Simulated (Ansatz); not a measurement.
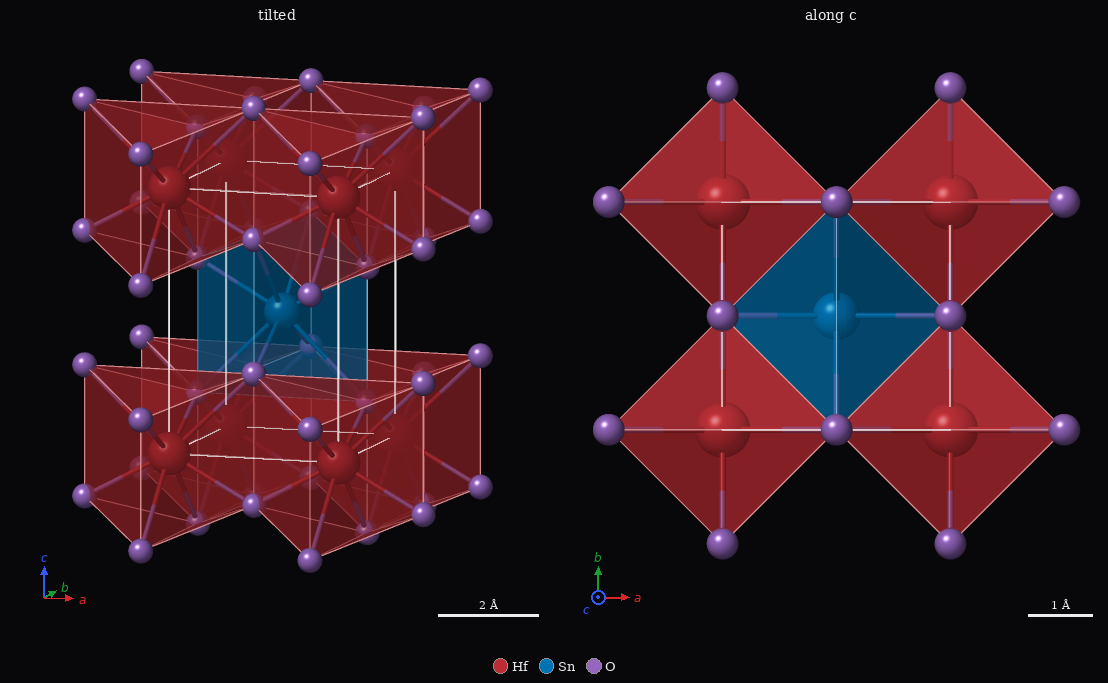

An orthographic polyhedral view of the structure, slightly off an axis and along the c axis. The wireframe shows the conventional unit cell. Some neighbours outside the box are added.

HfSnO4, space group P-4m2 (No. 115), a = 3.600 Å, b = 3.600 Å, c = 5.427 Å, α = 90.00°, β = 90.00°, γ = 90.00°. It goes back to a structure type filled with these elements by a generator (whether the compound takes this form wasn't checked). Earlier steps of the study may have refined or changed the cell and positions. A calculation with Ansatz used it as input.

This one geometry was computed with Ansatz (DFT, plane waves, PAW) at three levels of theory: PBEsol, PBE and PBE with spin-orbit coupling.

**Which level gives the highest pressure at this volume, and what does that say about its equilibrium volume?**

Highest: PBE (0.0 GPa) and PBE with spin-orbit coupling (-0.2 GPa), which points to the largest equilibrium volume. Lowest, with the smallest volume: PBEsol (-6.8 GPa). Levels within 0.5 GPa of each other can't be told apart.

**How does the band gap change with the level of theory?**

PBEsol: a gap of 1.69 eV, indirect; PBE: a gap of 1.78 eV, indirect; PBE with spin-orbit coupling: a gap of 1.78 eV, indirect.

**Collect the results in a table.**

| level | cutoff (eV) | k-mesh of the run's cell | gap (eV) | pressure (GPa) |
| --- | --- | --- | --- | --- |
| PBEsol | 420 | 8×8×6 | 1.69 | -6.8 |
| PBE | 420 | 8×8×6 | 1.78 | 0.0 |
| PBE with spin-orbit coupling | 420 | 8×8×6 | 1.78 | -0.2 |

Gaps are taken on the k-mesh or band path of each run.
